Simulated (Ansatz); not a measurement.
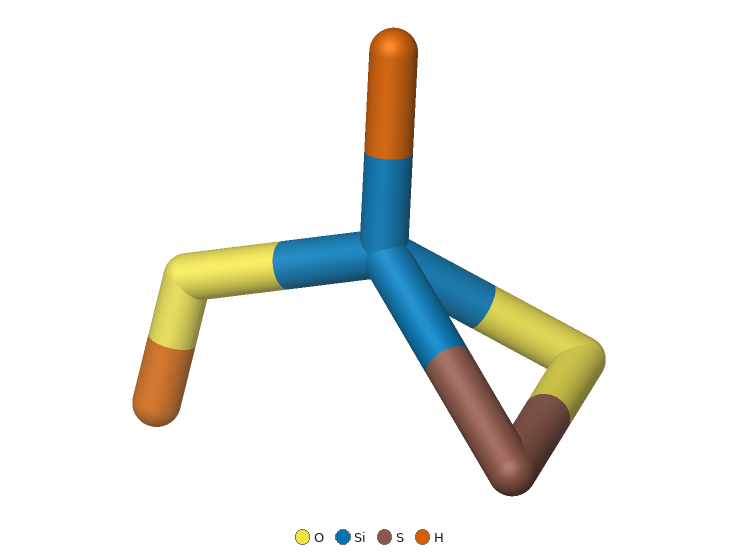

Rendered structure (stick style). Every bond is drawn as one stick, whatever its order.

The geometry was computed by an optimisation with PBE0-D4/def2-TZVP. No frequency run is at hand to confirm it as a minimum.

**What is the molecular formula?**

H2O2SSi, 6 atoms: 2 hydrogen, 2 oxygen, 1 sulfur and 1 silicon.

**How many sets of symmetry-equivalent atoms are there?**

6: 1 O, 1 Si, 1 O, 1 S, 1 H, 1 H.

**Give the symmetry (Schoenflies symbol).**

C1.

**How many bonds of each kind are drawn?**

2 O–Si, 1 Si–H, 1 O–S, 1 O–H, 1 S–Si. Sticks follow a distance rule.

More results for the same structure follow; atom numbers are the same in all pictures, views and colours differ.

### Charges

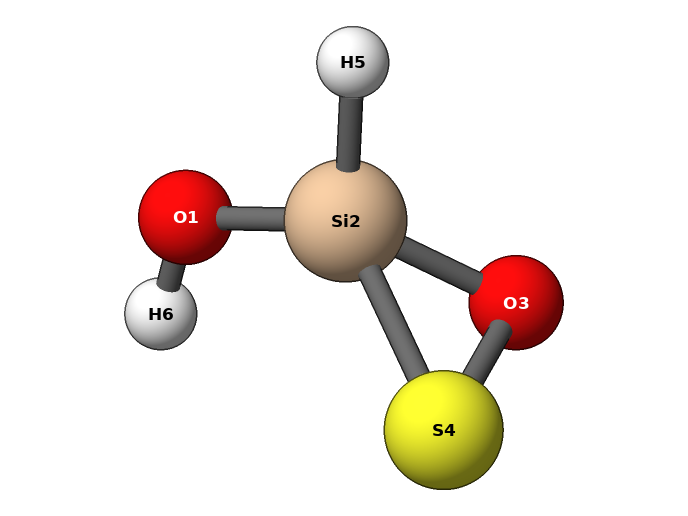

The questions are on Mulliken charges. No frequency run is at hand to confirm it as a minimum. Level of theory: RKS PBE0-D4/def2-TZVP (Ansatz 0.2.0).

Give the Mulliken charges atom by atom.

| atom | value (e) |
| --- | --- |
| O1 | −0.50 |
| Si2 | 0.58 |
| O3 | −0.34 |
| S4 | −0.10 |
| H5 | 0.01 |
| H6 | 0.34 |

### Electronic properties

No frequency run is at hand to confirm it as a minimum. Properties computed with RKS PBE0-D4/def2-TZVPP (Ansatz 0.2.0).

**Give the HOMO–LUMO gap at this level.**

5.07 eV.

**Estimate the HOMO energy (Kohn–Sham orbital).**

−6.80 eV.

### Dipole moment

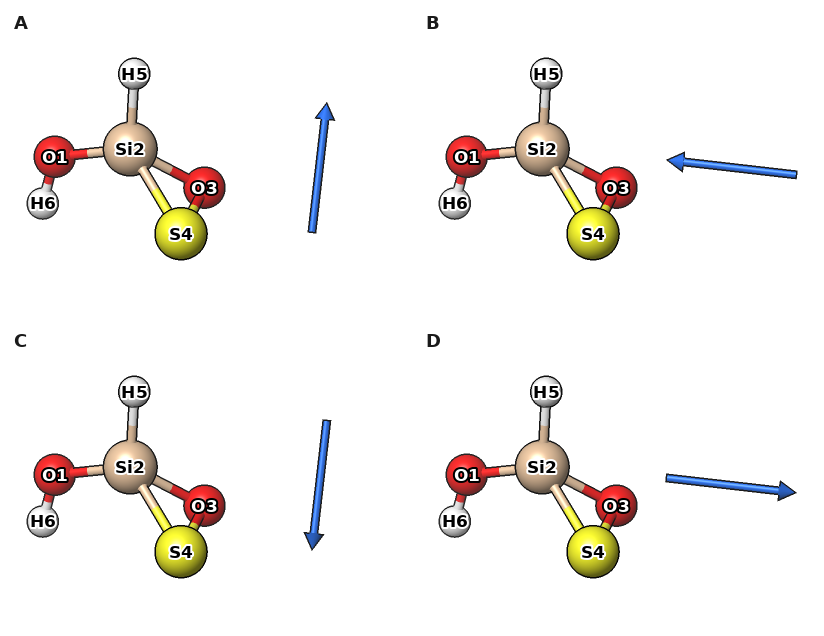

The same molecule four times, each with an arrow. No frequency run is at hand to confirm it as a minimum. Level of theory: RKS PBE0-D4/def2-TZVP (Ansatz 0.2.0).

**Which arrow points along the dipole moment, from the negative to the positive end?**

B. The dipole moment is 2.02 D; it points from the side of O3 to the side of O1, H6 (the outermost atoms at the two ends).

Mulliken values depend strongly on the basis set and can even reverse the polarity of a bond.
